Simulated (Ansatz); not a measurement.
# quartet AlNH2Cl: levels of theory compared

We compute a comparison of 6 runs (UB3LYP/aug-cc-pVDZ, UCAM-B3LYP/aug-cc-pVDZ, UPBE/aug-cc-pVDZ, RPA@PBE/aug-cc-pVDZ, RPA@PBE0/aug-cc-pVDZ, UMP2/aug-cc-pVDZ) of quartet AlNH2Cl. 

The results are computed with Ansatz 0.2.0.

71 further runs of the same task are left out: 71 set aside as unsound or not needed.

## 1. The molecule

The species is AlNH2Cl (5 atoms), meant as a quartet with charge 0. SMILES of the parent species: `[NH2][Al][Cl]`. The coordinates come from a PBE0-D4/def2-TZVP relaxation. This is one conformer, not always the lowest. That shape belongs to the parent species and isn't relaxed for this state.

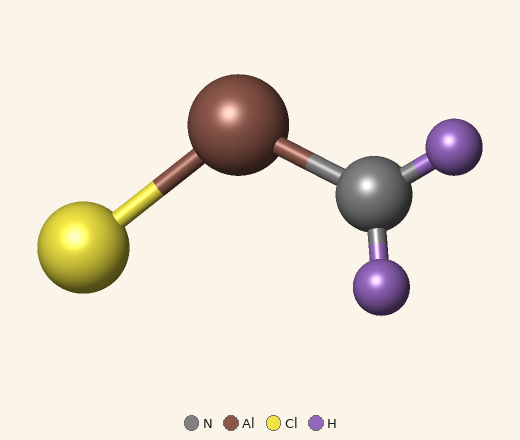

The structure, seen from a chosen angle (nitrogen grey, aluminium brown, chlorine yellow, hydrogen purple).

## 2. The energy at UB3LYP/aug-cc-pVDZ (run 1)

input.yaml reads:

```yaml
crystal:
  periodic: [false, false, false]
  atoms:
    - {symbol: N, position_ang: [-0.549400, 0.461700, -0.232000]}
    - {symbol: Al, position_ang: [0.402600, -0.291600, 1.049100]}
    - {symbol: Cl, position_ang: [1.907000, -1.649700, 0.440800]}
    - {symbol: H, position_ang: [-1.293600, 1.123300, -0.083500]}
    - {symbol: H, position_ang: [-0.416600, 0.282700, -1.215900]}
basis:
  gaussian:
    orbitals: aug-cc-pVDZ
magnetization:
  spin_polarized: true
  initial_magnetization: 3
accuracy: high
hamiltonian:
  xc: {name: B3LYP}
output: {orbitals: {seedname: orbitals}}
```

Started as:

```console
$ ansatz run input.yaml --threads 1 --pin off --max-ram 3480MiB --events-out events.jsonl --progress --plain --runs-dir runs
```

The program printed:

```text
Warning: RAYON_NUM_THREADS=1 ignored (pool sized by the plan → 1); use --threads N
Functional definition: B3LYP
  name "B3LYP"
  parameter a0 = 0.2
  parameter ax = 0.72
  parameter ac = 0.81
  exchange = (1 - a0 - ax)*slater_x + ax*b88_x + a0*exact_x
  correlation = (1 - ac)*vwn_rpa_c + ac*lyp_c
1868 factors; integrals over basis functions are off by at most 3.7e-9 eV
mean field evaluation 1: about -20626.4428 eV, gradient 5.1e1 eV
mean field evaluation 2: about -20555.3779 eV, gradient 1.0e2 eV
mean field evaluation 4: about -20635.1008 eV, gradient 2.6e1 eV
mean field evaluation 8: about -20639.9066 eV, gradient 1.9e0 eV
mean field evaluation 16: about -20640.0025 eV, gradient 5.8e-3 eV
mean field evaluation 32: about -20640.0025 eV, gradient 4.0e-6 eV
mean field evaluation 64: about -20639.8369 eV, gradient 1.2e0 eV
mean field -20640.00245650 eV, -758.5060999803 hartree, gradient 5.5e-8 eV, S^2 3.754906; 7 other end points of the search recorded, 0 dependent functions left out
reference -20640.00249276 eV, -758.5061013128 hartree; 21, 18 occupied and 74, 77 virtual orbitals, 1868 factors
Total energy: -20640.00249276 eV, -758.5061013128 hartree
```

Wall time 48 s (1 thread of Arm Neoverse N1, shared host); peak memory 0.5 GiB.

## 3. A single-point energy at UCAM-B3LYP/aug-cc-pVDZ (run 2)

molecule.yaml reads:

```yaml
crystal:
  periodic: [false, false, false]
  atoms:
    - {symbol: "N", position_ang: [-0.549400, 0.461700, -0.232000]}
    - {symbol: Al, position_ang: [0.402600, -0.291600, 1.049100]}
    - {symbol: Cl, position_ang: [1.907000, -1.649700, 0.440800]}
    - {symbol: H, position_ang: [-1.293600, 1.123300, -0.083500]}
    - {symbol: H, position_ang: [-0.416600, 0.282700, -1.215900]}
basis:
  gaussian:
    orbitals: aug-cc-pVDZ
total_charge: 0
magnetization:
  spin_polarized: true
  initial_magnetization: 3
hamiltonian:
  xc: {name: CAM-B3LYP}
accuracy: high
output:
  orbitals: {seedname: orbitals}
```

Started as:

```console
$ ansatz run molecule.yaml --threads 1 --pin off --max-ram 3480MiB --events-out events.jsonl --progress --plain --runs-dir runs
```

The program printed (excerpt; [...] marks lines left out):

```text
Warning: RAYON_NUM_THREADS=1 ignored (pool sized by the plan → 1); use --threads N
Functional definition: CAM-B3LYP
  name "CAM-B3LYP"
[...]
1868 factors; integrals over basis functions are off by at most 3.7e-9 eV
534 factors; integrals over basis functions are off by at most 2.2e-9 eV
[...]
mean field -20638.70382912 eV, -758.4583763043 hartree, gradient 1.6e-8 eV, S^2 3.754292; 2 other end points of the search recorded, 0 dependent functions left out
reference -20638.70384704 eV, -758.4583769628 hartree; 21, 18 occupied and 74, 77 virtual orbitals, 1868 factors
Total energy: -20638.70384704 eV, -758.4583769628 hartree
```

Run time: 32 s. Hardware: 1 thread of Arm Neoverse N1, shared host; peak memory 0.49 GiB.

Runs 3 to 4 aren't shown in full; the table further down has their settings and results.

## 4. The energy at RPA@PBE0/aug-cc-pVDZ (run 5)

job.yaml reads:

```yaml
crystal:
  periodic: [false, false, false]
  atoms:
    - {symbol: N, position_ang: [-0.549400, 0.461700, -0.232000]}
    - {symbol: Al, position_ang: [0.402600, -0.291600, 1.049100]}
    - {symbol: Cl, position_ang: [1.907000, -1.649700, 0.440800]}
    - {symbol: H, position_ang: [-1.293600, 1.123300, -0.083500]}
    - {symbol: H, position_ang: [-0.416600, 0.282700, -1.215900]}
basis:
  gaussian: {orbitals: aug-cc-pVDZ}
magnetization: {spin_polarized: true, initial_magnetization: 3}
hamiltonian: {xc: {name: PBE0}}
correlation: {method: rpa, frozen_orbitals: {Al: 5, Cl: 5, H: 0, "N": 1}}
accuracy: high
```

Started as:

```console
$ ansatz run job.yaml --threads 1 --pin off --max-ram 3480MiB --events-out events.jsonl --progress --plain --runs-dir runs
```

The program printed (excerpt; [...] marks lines left out):

```text
Warning: RAYON_NUM_THREADS=1 ignored (pool sized by the plan → 1); use --threads N
Functional definition: PBE0
  name "PBE0"
[...]
1868 factors; integrals over basis functions are off by at most 3.7e-9 eV
[...]
mean field -20630.27082015 eV, -758.1484689408 hartree, gradient 6.0e-8 eV, S^2 3.754763; 7 other end points of the search recorded, 0 dependent functions left out
11 core orbitals not correlated: weight in the atoms' cores, before any rotation towards them, 1.000 or more for the frozen orbitals, at most 0.000 for the correlated occupied ones
reference -20597.93274967 eV, -756.9600667701 hartree; 10, 7 occupied and 74, 77 virtual orbitals, 1868 factors
Total energy: -20611.96348373 eV, -757.4756867366 hartree
```

Run time: 57 s. Hardware: 1 thread of Arm Neoverse N1, shared host; peak memory 0.58 GiB.

## 5. The energy at UMP2/aug-cc-pVDZ (run 6)

input.yaml reads:

```yaml
crystal:
  periodic: [false, false, false]
  atoms:
    - symbol: "N"
      position_ang: [-0.549400, 0.461700, -0.232000]
    - symbol: Al
      position_ang: [0.402600, -0.291600, 1.049100]
    - symbol: Cl
      position_ang: [1.907000, -1.649700, 0.440800]
    - symbol: H
      position_ang: [-1.293600, 1.123300, -0.083500]
    - symbol: H
      position_ang: [-0.416600, 0.282700, -1.215900]
basis:
  gaussian:
    orbitals: aug-cc-pVDZ
magnetization:
  spin_polarized: true
  initial_magnetization: 3
correlation:
  method: mp2
  frozen_orbitals: {Al: 5, Cl: 5, H: 0, "N": 1}
accuracy: high
```

Started as:

```console
$ ansatz run input.yaml --threads 1 --pin off --max-ram 3480MiB --events-out events.jsonl --progress --plain --runs-dir runs
```

The program printed (excerpt; [...] marks lines left out):

```text
Warning: RAYON_NUM_THREADS=1 ignored (pool sized by the plan → 1); use --threads N
Functional definition: HF
  name "HF"
[...]
1868 factors; integrals over basis functions are off by at most 3.7e-9 eV
[...]
mean field -20598.53553022 eV, -756.9822185468 hartree, gradient 2.6e-8 eV, S^2 3.760260; 8 other end points of the search recorded, 0 dependent functions left out
11 core orbitals not correlated: weight in the atoms' cores, before any rotation towards them, 1.000 or more for the frozen orbitals, at most 0.000 for the correlated occupied ones
reference -20598.53553022 eV, -756.9822185468 hartree; 10, 7 occupied and 74, 77 virtual orbitals, 1868 factors
second order -8.82750958 eV of doubles, -0.00000000 eV of singles
Total energy: -20607.36303981 eV, -757.3066235405 hartree
```

Wall time 25 s (1 thread of Arm Neoverse N1, shared host); peak memory 0.42 GiB.

## 6. The series

| run | level | frozen core orbitals | energy (Eh) | ⟨S²⟩ | wall time |
| --- | --- | --- | --- | --- | --- |
| 1 | UB3LYP/aug-cc-pVDZ | – | -758.506101 | 3.755 | 48 s |
| 2 | UCAM-B3LYP/aug-cc-pVDZ | – | -758.458377 | 3.754 | 32 s |
| 3 | UPBE/aug-cc-pVDZ | – | -758.084022 | 3.753 | 35 s |
| 4 | RPA@PBE/aug-cc-pVDZ | 11 | -757.530754 | 3.753 | 54 s |
| 5 | RPA@PBE0/aug-cc-pVDZ | 11 | -757.475687 | 3.755 | 57 s |
| 6 | UMP2/aug-cc-pVDZ | 11 | -757.306624 | 3.760 | 25 s |

## 7. Outcome

```
                                           quantity          value
                                run 6: total energy  -757.30662 Eh
run 6: correlation energy (11 core orbitals frozen)     -324.4 mEh
           run 6: ⟨S²⟩ of the reference determinant          3.760
```

**Reading.** Totals of different functionals can't be ranked against each other. All runs together took 4.2 min, the longest 57 s.
